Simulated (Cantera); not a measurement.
Feed: 1 mol C₂H₂, 2.6 mol NH₃, 15 mol H₂, 0.077 mol O₂, held at 0.133 bar.

Equilibrium computed with Cantera from the NASA thermochemical tables; the gas is ideal and each condensed phase is pure. Candidate condensed phases: C, C₆H₆, C₇H₈, C₈H₁₈, H₂O; 136 gas species. The numbers say what is thermodynamically allowed, not how fast it happens.

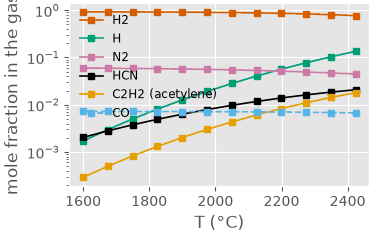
Figure. Equilibrium gas composition (values under 1e-9 drawn at 1e-9)

Problem. Read off the mole fractions at 2425 °C.

Solution. H₂ about 0.77, H about 0.14, N₂ about 0.045, HCN about 0.021, C₂H₂ (acetylene) about 0.018, CO about 0.0067.
